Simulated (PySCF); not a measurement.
# C₃H₆Cl₂Si: electronic excitations at several levels of theory

How much do the electronic excitations of C₃H₆Cl₂Si (`C=C[C@H](Cl)[SiH2]Cl`) depend on the level of theory, and what does each level cost?

Programs: PySCF 2.14.0, with density-fitted response routines of our own. Each step states its level of theory. These are calculated values for one molecule in the gas phase, unless marked as measured. Atoms count from 0, in the outputs and in this text.

### 1 The molecule as given

12 atoms, charge 0, multiplicity 1; geometry from: GFN2-xTB. The atoms were then displaced at random by about 0.01 Å, so the start is not that level's minimum.

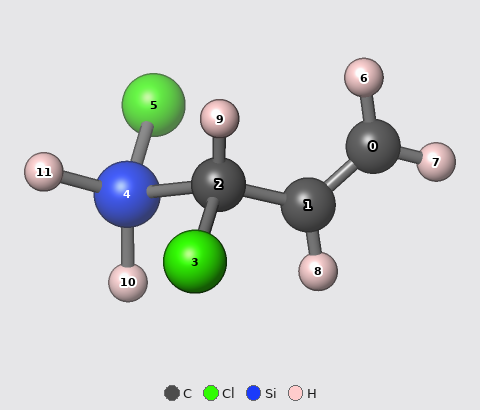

The starting geometry (carbon dark grey, chlorine green, silicon blue, hydrogen pink), atoms numbered.

### 2 Geometry optimisation at PBE0-D3(BJ)/def2-SVP

Job settings and geometry (Å):

```
{"job": {"xc": "PBE0", "basis": "def2-SVP", "d3": "d3bj", "grid": 1, "shake": 0.01, "kind": "geom"}, "charge": 0, "multiplicity": 1}
C      1.997060     0.581900     0.004910
C      1.020140    -0.261350    -0.309600
C     -0.181250    -0.518560     0.534890
Cl    -0.313430    -2.291800     0.788710
Si    -1.806710     0.085140    -0.260530
Cl    -1.649500     2.084880    -0.496030
H      1.966400     1.163420     0.922710
H      2.821650     0.803720    -0.662380
H      1.059060    -0.807100    -1.215120
H     -0.016520    -0.096250     1.549240
H     -1.969120    -0.555710    -1.539210
H     -2.888090    -0.216550     0.673380
```

Run with:

```bash
$ OMP_NUM_THREADS=1 python probes_run.py task.json out
```

The driver reads the jobs from task.json and runs them one after another.

The log of the run:

```text
step   0  E = -1326.81912463  max force = 0.025721
step   1  E = -1326.82388488  max force = 0.007079
step   2  E = -1326.82406279  max force = 0.002562
step   3  E = -1326.82406646  max force = 0.002050
step   4  E = -1326.82409455  max force = 0.000551
step   5  E = -1326.82409860  max force = 0.000236
optimisation converged
```

Run time: 43 s. Hardware: 1 thread of Arm Neoverse V1, shared host; peak memory 0.54 GiB.

Step by step:

| step | energy from step 0 (eV) | largest force component (eV/Å) |
| --- | --- | --- |
| 0 | 0.0000 | 1.3226 |
| 1 | -0.1295 | 0.3640 |
| 2 | -0.1344 | 0.1317 |
| 3 | -0.1345 | 0.1054 |
| 4 | -0.1352 | 0.0283 |
| 5 | -0.1353 | 0.0121 |

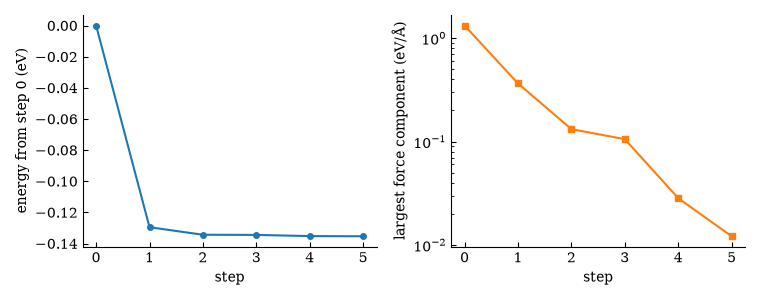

Energy and largest force along the relaxation.

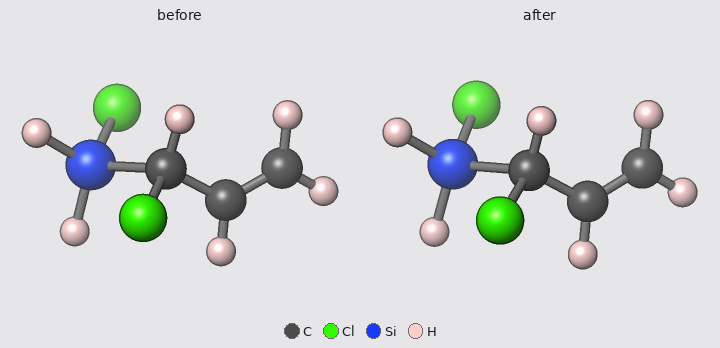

Before and after, at one scale.

Distances of close pairs at the start and the end, largest changes first:

| bond | before (Å) | after (Å) | change (Å) |
| --- | --- | --- | --- |
| Si4–Cl5 | 2.020 | 2.071 | +0.052 |
| Si4–H10 | 1.439 | 1.486 | +0.047 |
| C1–H8 | 1.058 | 1.096 | +0.038 |
| Si4–H11 | 1.460 | 1.486 | +0.026 |
| C2–Cl3 | 1.796 | 1.815 | +0.018 |
| C2–Si4 | 1.908 | 1.896 | -0.012 |
| C2–H9 | 1.111 | 1.101 | -0.011 |
| C0–H7 | 1.084 | 1.092 | +0.009 |

The final coordinates are the input of the step that follows.

| at the end point | value |
| --- | --- |
| point group (found at 0.08 Å tolerance) | C1 |
| rotational constants (GHz, main isotopes) | 2.495, 1.168, 0.833 |
| dipole moment (D) | 0.70 |

### 3 Ultraviolet spectrum: PBE0/def2-SVP

Job settings and geometry (Å):

```
{"job": {"kind": "uv", "xc": "PBE0", "basis": "def2-SVP"}, "charge": 0, "multiplicity": 1}
C      1.855020     0.879384     1.043511
C      0.924952    -0.035613     0.764509
C     -0.247373    -0.316974     1.632353
Cl    -0.500523    -2.101222     1.844057
Si    -1.897044     0.273320     0.908140
Cl    -1.804677     2.329098     0.672362
H      1.839057     1.452690     1.975505
H      2.661669     1.095710     0.339327
H      0.963972    -0.592360    -0.179260
H     -0.110578     0.105997     2.639096
H     -2.104226    -0.358913    -0.421154
H     -2.998197    -0.049306     1.852600
```

Method: TDDFT PBE0/def2-SVP, vertical, gas phase, core orbitals frozen in the response.

The log of the run:

```text
coarse grid: 11856 points
cycle   1  E = -1326.6332466231  dE =  4.029e-01  |g| = 3.478e-01  |ddm| = 3.502e+00
cycle   2  E = -1326.6229245133  dE =  1.032e-02  |g| = 4.018e-01  |ddm| = 9.722e-01
cycle   3  E = -1326.6667316101  dE = -4.381e-02  |g| = 7.954e-02  |ddm| = 5.586e-01
cycle   4  E = -1326.6682506542  dE = -1.519e-03  |g| = 3.012e-02  |ddm| = 1.046e-01
cycle   5  E = -1326.6684784593  dE = -2.278e-04  |g| = 7.298e-03  |ddm| = 3.331e-02
cycle   6  E = -1326.6684920186  dE = -1.356e-05  |g| = 1.507e-03  |ddm| = 9.571e-03
cycle   7  E = -1326.6684925753  dE = -5.567e-07  |g| = 5.238e-04  |ddm| = 2.125e-03
final grid: 101280 points
cycle   8  E = -1326.8120951634  dE = -1.461e-05  |g| = 5.391e-03  |ddm| = 1.873e-02
cycle   9  E = -1326.8120917896  dE =  3.374e-06  |g| = 6.454e-03  |ddm| = 1.243e-02
cycle  10  E = -1326.8121031616  dE = -1.137e-05  |g| = 9.206e-04  |ddm| = 7.348e-03
cycle  11  E = -1326.8121033739  dE = -2.123e-07  |g| = 1.975e-04  |ddm| = 1.183e-03
cycle  12  E = -1326.8121033840  dE = -1.006e-08  |g| = 6.234e-05  |ddm| = 2.677e-04
cycle  13  E = -1326.8121033849  dE = -9.722e-10  |g| = 1.922e-05  |ddm| = 8.227e-05
converged SCF energy = -1326.8121033849

Static polarisability (au): isotropic 73.351, principal 57.132 70.835 92.085

Singlet excitations
state   eV       nm        f      main configurations
  1   6.1524    201.5   0.09083   H->L 0.64, H-1->L 0.29
  2   6.6614    186.1   0.05614   H-1->L 0.49, H-2->L 0.18, H->L 0.12
  3   7.0164    176.7   0.03864   H-2->L 0.51, H->L+1 0.20, H-3->L 0.10
  4   7.2610    170.8   0.06353   H->L+1 0.55, H->L+2 0.18, H-2->L 0.09
  5   7.2906    170.1   0.00355   H-3->L 0.47, H->L+2 0.32, H-2->L 0.15
  6   7.3169    169.4   0.18309   H->L+2 0.34, H-3->L 0.23, H->L 0.10
  7   7.6192    162.7   0.02443   H-4->L 0.88
  8   7.8465    158.0   0.03309   H-1->L+1 0.64, H-1->L+2 0.12
  9   7.9958    155.1   0.02724   H->L+3 0.84
 10   8.0322    154.4   0.00326   H-1->L+2 0.46, H-2->L+1 0.20

Triplet excitations (Tamm-Dancoff, eV): 4.0966 5.7464 6.1930 6.7209
```

Wall time 16 s (1 thread of Arm Neoverse V1, shared host); peak memory 0.63 GiB.

Frontier orbitals and where they lie:

| orbital | eV | atoms |
| --- | --- | --- |
| HOMO−3 | -8.97 | Cl5 39 %, Cl3 31 %, H11 8 % |
| HOMO−2 | -8.80 | Cl3 49 %, Cl5 32 % |
| HOMO−1 | -8.43 | Cl3 57 %, Cl5 12 %, C1 11 % |
| HOMO | -7.64 | C0 35 %, C1 24 %, Cl3 15 % |
| LUMO | -0.57 | C0 34 %, C1 24 %, Cl3 14 % |
| LUMO+1 | 0.65 | Si4 41 %, Cl5 15 %, Cl3 11 % |
| LUMO+2 | 0.86 | Si4 52 %, C2 15 %, Cl3 8 % |

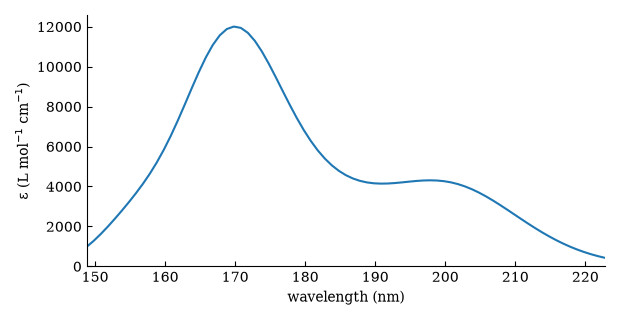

Absorption spectrum: each of the 10 states is a Gaussian band of 0.4 eV half-width at 1/e. Beyond the last state computed it falls off for lack of states.

Further results of this job:

| property | computed |
| --- | --- |
| dipole moment (D) | 0.70 |
| polarisability (Å³) | 10.87 |
| HOMO–LUMO gap (eV) | 7.07 |
| −ε(HOMO) (eV) | 7.64 |

### 4 TDDFT and polarisability: PBE0/def2-TZVP

The job, as its differences from that of step 3:

```diff
@@ -1,2 +1,2 @@
-{"job": {"kind": "uv", "xc": "PBE0", "basis": "def2-SVP"}, "charge": 0, "multiplicity": 1}
+{"job": {"kind": "uv", "xc": "PBE0", "basis": "def2-TZVP"}, "charge": 0, "multiplicity": 1}
 C      1.855020     0.879384     1.043511
```

Method: TDDFT PBE0/def2-TZVP, vertical, gas phase, core orbitals frozen in the response.

The log of the run:

```text
coarse grid: 11856 points
cycle   1  E = -1327.3304376442  dE =  4.368e-01  |g| = 3.680e-01  |ddm| = 2.651e+00
cycle   2  E = -1327.3214536610  dE =  8.984e-03  |g| = 4.162e-01  |ddm| = 6.439e-01
cycle   3  E = -1327.3638199817  dE = -4.237e-02  |g| = 8.050e-02  |ddm| = 3.602e-01
cycle   4  E = -1327.3650412722  dE = -1.221e-03  |g| = 4.480e-02  |ddm| = 8.975e-02
cycle   5  E = -1327.3655309689  dE = -4.897e-04  |g| = 8.734e-03  |ddm| = 3.280e-02
cycle   6  E = -1327.3655493582  dE = -1.839e-05  |g| = 2.126e-03  |ddm| = 8.829e-03
cycle   7  E = -1327.3655502569  dE = -8.986e-07  |g| = 6.667e-04  |ddm| = 1.841e-03
final grid: 101280 points
cycle   8  E = -1327.3595680483  dE = -3.713e-05  |g| = 6.577e-03  |ddm| = 3.676e-02
cycle   9  E = -1327.3595638873  dE =  4.161e-06  |g| = 7.331e-03  |ddm| = 1.044e-02
cycle  10  E = -1327.3595773196  dE = -1.343e-05  |g| = 1.330e-03  |ddm| = 6.195e-03
cycle  11  E = -1327.3595777030  dE = -3.834e-07  |g| = 3.183e-04  |ddm| = 1.142e-03
cycle  12  E = -1327.3595777255  dE = -2.254e-08  |g| = 1.242e-04  |ddm| = 2.853e-04
cycle  13  E = -1327.3595777294  dE = -3.869e-09  |g| = 2.771e-05  |ddm| = 1.084e-04
cycle  14  E = -1327.3595777296  dE = -1.796e-10  |g| = 7.492e-06  |ddm| = 2.607e-05
converged SCF energy = -1327.3595777296

Static polarisability (au): isotropic 85.827, principal 66.454 86.364 104.663

Singlet excitations
state   eV       nm        f      main configurations
  1   5.9792    207.4   0.10219   H->L 0.69, H-1->L 0.22
  2   6.5087    190.5   0.05805   H-1->L 0.59, H->L 0.10, H-2->L 0.10
  3   6.8527    180.9   0.00533   H-2->L 0.45, H->L+1 0.35, H-3->L 0.13
  4   6.9583    178.2   0.07178   H->L+1 0.41, H->L+2 0.30, H-2->L 0.11
  5   7.0416    176.1   0.19358   H->L+2 0.55, H->L 0.11
  6   7.2210    171.7   0.00906   H-3->L 0.71, H-2->L 0.21
  7   7.5224    164.8   0.04051   H->L+3 0.77, H-4->L 0.10
  8   7.5583    164.0   0.00502   H-4->L 0.72, H->L+3 0.13
  9   7.6166    162.8   0.02916   H-1->L+1 0.66
 10   7.7769    159.4   0.00230   H-1->L+2 0.70, H-1->L+1 0.12

Triplet excitations (Tamm-Dancoff, eV): 4.0688 5.5882 6.0554 6.4970
```

It took 48 s on 1 thread of Arm Neoverse V1, shared host; peak memory 0.93 GiB.

This run: HOMO -7.71 eV, LUMO -0.79 eV; lowest singlet 5.98 eV.

### 5 Ultraviolet spectrum: PBE0/aug-cc-pVDZ

The job, as its differences from that of step 4:

```diff
@@ -1,2 +1,2 @@
-{"job": {"kind": "uv", "xc": "PBE0", "basis": "def2-TZVP"}, "charge": 0, "multiplicity": 1}
+{"job": {"kind": "uv", "xc": "PBE0", "basis": "aug-cc-pVDZ"}, "charge": 0, "multiplicity": 1}
 C      1.855020     0.879384     1.043511
```

With the program's defaults for keys left out, this is: TDDFT PBE0/aug-cc-pVDZ, vertical, gas phase, core orbitals frozen in the response.

The log of the run:

```text
coarse grid: 11856 points
cycle   1  E = -1327.2446305617  dE =  4.916e-01  |g| = 3.384e-01  |ddm| = 9.183e+00
cycle   2  E = -1327.2347331475  dE =  9.897e-03  |g| = 3.923e-01  |ddm| = 2.116e+00
cycle   3  E = -1327.2772805868  dE = -4.255e-02  |g| = 7.388e-02  |ddm| = 1.003e+00
cycle   4  E = -1327.2785839779  dE = -1.303e-03  |g| = 3.050e-02  |ddm| = 1.903e-01
cycle   5  E = -1327.2788173837  dE = -2.334e-04  |g| = 7.841e-03  |ddm| = 7.219e-02
cycle   6  E = -1327.2788341772  dE = -1.679e-05  |g| = 1.277e-03  |ddm| = 2.407e-02
cycle   7  E = -1327.2788345517  dE = -3.745e-07  |g| = 5.430e-04  |ddm| = 4.169e-03
final grid: 101280 points
cycle   8  E = -1327.3042640659  dE = -1.603e-05  |g| = 6.081e-03  |ddm| = 1.632e-01
cycle   9  E = -1327.3042579371  dE =  6.129e-06  |g| = 7.704e-03  |ddm| = 4.049e-02
cycle  10  E = -1327.3042742513  dE = -1.631e-05  |g| = 1.107e-03  |ddm| = 1.934e-02
cycle  11  E = -1327.3042745695  dE = -3.182e-07  |g| = 2.283e-04  |ddm| = 2.558e-03
cycle  12  E = -1327.3042745826  dE = -1.310e-08  |g| = 8.035e-05  |ddm| = 6.281e-04
cycle  13  E = -1327.3042745843  dE = -1.701e-09  |g| = 2.170e-05  |ddm| = 2.066e-04
cycle  14  E = -1327.3042745845  dE = -1.291e-10  |g| = 4.941e-06  |ddm| = 7.047e-05
converged SCF energy = -1327.3042745845

Static polarisability (au): isotropic 93.415, principal 73.752 95.761 110.732

Singlet excitations
state   eV       nm        f      main configurations
  1   5.9095    209.8   0.10758   H->L 0.75, H-1->L 0.16
  2   6.4216    193.1   0.03715   H-1->L 0.65, H->L+1 0.10
  3   6.6516    186.4   0.04841   H->L+1 0.69, H->L+2 0.22
  4   6.7295    184.2   0.01491   H->L+2 0.41, H-2->L 0.29, H-3->L 0.18
  5   6.9143    179.3   0.19904   H-2->L 0.28, H->L+2 0.21, H->L 0.11
  6   6.9716    177.8   0.00808   H->L+4 0.60, H->L+3 0.10, H->L+5 0.09
  7   7.1008    174.6   0.00613   H-3->L 0.54, H-2->L 0.24, H->L+3 0.09
  8   7.1037    174.5   0.06588   H->L+3 0.45, H->L+5 0.20, H->L+6 0.11
  9   7.1563    173.3   0.01212   H->L+5 0.56, H->L+3 0.19, H->L+4 0.16
 10   7.4061    167.4   0.01558   H-1->L+1 0.64, H->L+6 0.17

Triplet excitations (Tamm-Dancoff, eV): 4.0721 5.5841 6.0573 6.3921
```

Run time: 39 s. Hardware: 1 thread of Arm Neoverse V1, shared host; peak memory 0.86 GiB.

Key values: HOMO -7.75 eV, LUMO -0.91 eV; lowest singlet 5.91 eV.

### 6 Excited states and response: PBE0/def2-TZVPD

The job, as its differences from that of step 5:

```diff
@@ -1,2 +1,2 @@
-{"job": {"kind": "uv", "xc": "PBE0", "basis": "aug-cc-pVDZ"}, "charge": 0, "multiplicity": 1}
+{"job": {"kind": "uv", "xc": "PBE0", "basis": "def2-TZVPD"}, "charge": 0, "multiplicity": 1}
 C      1.855020     0.879384     1.043511
```

Method: TDDFT PBE0/def2-TZVPD, vertical, gas phase, core orbitals frozen in the response.

The log of the run:

```text
coarse grid: 11856 points
cycle   1  E = -1327.3326298910  dE =  4.378e-01  |g| = 3.669e-01  |ddm| = 3.376e+00
cycle   2  E = -1327.3235279793  dE =  9.102e-03  |g| = 4.151e-01  |ddm| = 1.034e+00
cycle   3  E = -1327.3657621242  dE = -4.223e-02  |g| = 7.992e-02  |ddm| = 4.935e-01
cycle   4  E = -1327.3669486891  dE = -1.187e-03  |g| = 4.513e-02  |ddm| = 1.043e-01
cycle   5  E = -1327.3674475338  dE = -4.988e-04  |g| = 8.649e-03  |ddm| = 5.143e-02
cycle   6  E = -1327.3674655198  dE = -1.799e-05  |g| = 2.221e-03  |ddm| = 1.236e-02
cycle   7  E = -1327.3674665278  dE = -1.008e-06  |g| = 6.319e-04  |ddm| = 2.695e-03
final grid: 101280 points
cycle   8  E = -1327.3614834159  dE = -3.977e-05  |g| = 6.576e-03  |ddm| = 1.936e-01
cycle   9  E = -1327.3614792274  dE =  4.188e-06  |g| = 7.334e-03  |ddm| = 1.690e-02
cycle  10  E = -1327.3614926833  dE = -1.346e-05  |g| = 1.343e-03  |ddm| = 9.531e-03
cycle  11  E = -1327.3614930767  dE = -3.934e-07  |g| = 3.237e-04  |ddm| = 1.596e-03
cycle  12  E = -1327.3614930999  dE = -2.317e-08  |g| = 1.272e-04  |ddm| = 4.516e-04
cycle  13  E = -1327.3614931040  dE = -4.080e-09  |g| = 2.851e-05  |ddm| = 1.476e-04
cycle  14  E = -1327.3614931041  dE = -1.942e-10  |g| = 7.730e-06  |ddm| = 4.483e-05
converged SCF energy = -1327.3614931041

Static polarisability (au): isotropic 93.930, principal 74.488 96.092 111.208

Singlet excitations
state   eV       nm        f      main configurations
  1   5.8789    210.9   0.10333   H->L 0.74, H-1->L 0.17
  2   6.3996    193.7   0.04219   H-1->L 0.65, H->L+1 0.08
  3   6.6886    185.4   0.03907   H->L+1 0.75, H-2->L 0.09
  4   6.7582    183.5   0.00642   H->L+2 0.41, H-2->L 0.39, H-3->L 0.13
  5   6.9055    179.5   0.21703   H->L+2 0.32, H-2->L 0.13, H->L 0.13
  6   7.0584    175.7   0.01799   H->L+3 0.61, H->L+4 0.13, H->L+2 0.09
  7   7.1328    173.8   0.00947   H-3->L 0.69, H-2->L 0.20
  8   7.3045    169.7   0.01040   H->L+4 0.73, H->L+6 0.13
  9   7.3312    169.1   0.04256   H->L+5 0.88
 10   7.4482    166.5   0.02412   H-1->L+1 0.76

Triplet excitations (Tamm-Dancoff, eV): 4.0583 5.5132 5.9788 6.3657
```

Wall time 72 s (1 thread of Arm Neoverse V1, shared host); peak memory 1.1 GiB.

In short: HOMO -7.74 eV, LUMO -0.91 eV; lowest singlet 5.88 eV.

### 7 TDDFT and polarisability: PBE0/6-31+G*

The job, as its differences from that of step 6:

```diff
@@ -1,2 +1,2 @@
-{"job": {"kind": "uv", "xc": "PBE0", "basis": "def2-TZVPD"}, "charge": 0, "multiplicity": 1}
+{"job": {"kind": "uv", "xc": "PBE0", "basis": "6-31+G*"}, "charge": 0, "multiplicity": 1}
 C      1.855020     0.879384     1.043511
```

Level: TDDFT PBE0/6-31+G*, vertical, gas phase, core orbitals frozen in the response.

The log of the run:

```text
coarse grid: 11856 points
cycle   1  E = -1327.2487832586  dE =  4.772e-01  |g| = 3.479e-01  |ddm| = 4.664e+00
cycle   2  E = -1327.2408717293  dE =  7.912e-03  |g| = 3.926e-01  |ddm| = 3.800e+00
cycle   3  E = -1327.2844790143  dE = -4.361e-02  |g| = 7.167e-02  |ddm| = 2.688e+00
cycle   4  E = -1327.2856950473  dE = -1.216e-03  |g| = 2.987e-02  |ddm| = 2.658e-01
cycle   5  E = -1327.2859209596  dE = -2.259e-04  |g| = 6.851e-03  |ddm| = 9.065e-02
cycle   6  E = -1327.2859333693  dE = -1.241e-05  |g| = 1.421e-03  |ddm| = 4.025e-02
cycle   7  E = -1327.2859338714  dE = -5.021e-07  |g| = 4.320e-04  |ddm| = 5.437e-03
final grid: 101280 points
cycle   8  E = -1327.2224650331  dE = -1.372e-05  |g| = 5.874e-03  |ddm| = 5.850e-02
cycle   9  E = -1327.2224606018  dE =  4.431e-06  |g| = 7.177e-03  |ddm| = 2.091e-02
cycle  10  E = -1327.2224747731  dE = -1.417e-05  |g| = 9.641e-04  |ddm| = 1.660e-02
cycle  11  E = -1327.2224750176  dE = -2.445e-07  |g| = 1.993e-04  |ddm| = 3.054e-03
cycle  12  E = -1327.2224750274  dE = -9.759e-09  |g| = 7.278e-05  |ddm| = 7.448e-04
cycle  13  E = -1327.2224750288  dE = -1.415e-09  |g| = 1.711e-05  |ddm| = 2.133e-04
cycle  14  E = -1327.2224750289  dE = -8.276e-11  |g| = 4.299e-06  |ddm| = 9.463e-05
converged SCF energy = -1327.2224750289

Static polarisability (au): isotropic 83.686, principal 65.115 83.241 102.701

Singlet excitations
state   eV       nm        f      main configurations
  1   5.9483    208.4   0.11469   H->L 0.75, H-1->L 0.15
  2   6.4382    192.6   0.03538   H-1->L 0.69
  3   6.6963    185.2   0.03733   H->L+1 0.77, H->L+2 0.14
  4   6.7859    182.7   0.00184   H-2->L 0.49, H->L+2 0.28, H-3->L 0.18
  5   6.9728    177.8   0.24366   H->L+2 0.42, H-2->L 0.13, H->L 0.12
  6   7.1103    174.4   0.01303   H->L+3 0.52, H->L+4 0.25
  7   7.1456    173.5   0.01207   H-3->L 0.63, H-2->L 0.18
  8   7.3458    168.8   0.02473   H->L+4 0.59, H->L+3 0.15, H->L+6 0.12
  9   7.4187    167.1   0.01983   H->L+5 0.76, H-1->L+2 0.11
 10   7.4477    166.5   0.05141   H-4->L 0.44, H-1->L+1 0.34

Triplet excitations (Tamm-Dancoff, eV): 4.0709 5.5823 6.0410 6.3997
```

Run time: 20 s. Hardware: 1 thread of Arm Neoverse V1, shared host; peak memory 0.69 GiB.

Key values: HOMO -7.76 eV, LUMO -0.90 eV; lowest singlet 5.95 eV.

### 8 Side by side: electronic excitations

Excitations and ground-state properties, with basis size and wall time:

| run | lowest singlet (eV) | brightest (eV) | f | gap (eV) | α (Å³) | μ (D) | functions | time |
| --- | --- | --- | --- | --- | --- | --- | --- | --- |
| PBE0/def2-SVP | 6.15 | 7.32 | 0.183 | 7.07 | 10.87 | 0.70 | 126 | 16 s |
| PBE0/def2-TZVP | 5.98 | 7.04 | 0.194 | 6.92 | 12.72 | 0.77 | 240 | 48 s |
| PBE0/aug-cc-pVDZ | 5.91 | 6.91 | 0.199 | 6.83 | 13.84 | 0.76 | 204 | 39 s |
| PBE0/def2-TZVPD | 5.88 | 6.91 | 0.217 | 6.83 | 13.92 | 0.78 | 300 | 72 s |
| PBE0/6-31+G* | 5.95 | 6.97 | 0.244 | 6.86 | 12.40 | 0.73 | 132 | 20 s |

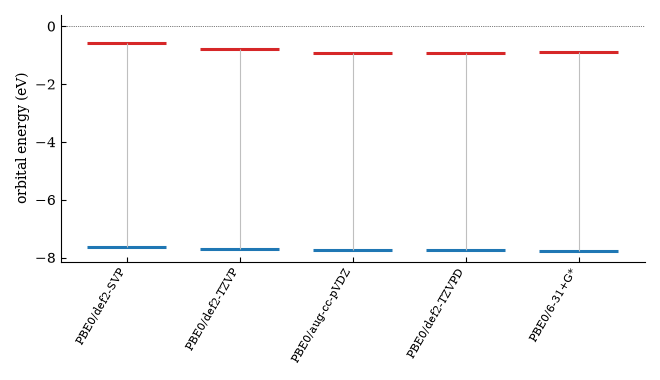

HOMO (blue) and LUMO (red) run by run.

### 9 Results

| quantity | value |
| --- | --- |
| point group | C1 |
| rotational constants (main isotopes) | 2.49, 1.17, 0.83 GHz |
| lowest singlet (PBE0/def2-SVP) | 6.15 eV (202 nm), f = 0.091 |
| brightest single state of those computed | state 6, 7.32 eV, f = 0.183 |
| lowest triplet | 4.10 eV |
| range of the lowest singlet | 5.88 to 6.15 eV |

What this shows: Single values in the summary come from the first sound run of each kind (PBE0/def2-SVP), which need not be the best level. The start of the PBE0/def2-SVP relaxation was shaken at random by about 0.01 Å, so part of the energy gained, and of the first lengths quoted, undoes that. Over 5 steps the energy fell by 0.135 eV; of the close pairs, Si4–Cl5 changed most, 2.020 to 2.071 Å. No frequency check was run at this level, so the end point may be a saddle. The first singlet state (HOMO→LUMO 0.64, HOMO−1→LUMO 0.29) lies at 6.15 eV and is bright; of the 10 states computed, the strongest absorption comes from states 4 to 6 together at 7.32 eV. The lowest triplet lies 2.06 eV below the lowest singlet (triplets in Tamm-Dancoff, singlets in full TDDFT). The basis of PBE0/def2-SVP has no diffuse functions, so Rydberg states are missing and the high states are unreliable. The lowest singlet runs from 5.88 eV (PBE0/def2-TZVPD) to 6.15 eV (PBE0/def2-SVP), while the orbital gap spans 6.83 to 7.07 eV. The lowest state need not be the same one in every run.
